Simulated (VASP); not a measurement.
Band structure of GaSb (space group P6_3mc). All values below come from r2SCAN meta-GGA, VASP's PBE PAW potentials (set 64) (plane waves; VASP 6.6.1).

Unless said otherwise, spin-orbit coupling is left out, though it shifts the bands of the heavy elements here.

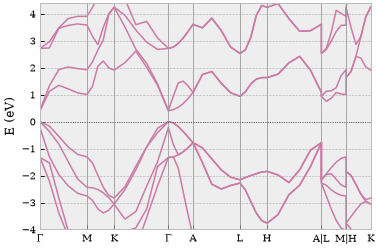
Figure. Bands along high-symmetry lines, zero at the valence-band maximum or, without a gap, the Fermi level

Problem. Read the plot: is there a gap, and where are the band edges?

Solution. The gap is direct, 0.40 eV, from the valence maximum at Γ to the conduction minimum at Γ.

The structure comes from a computed database's GaSb entry (P6_3mc); how it stands against other phases isn't given here. It was relaxed first.
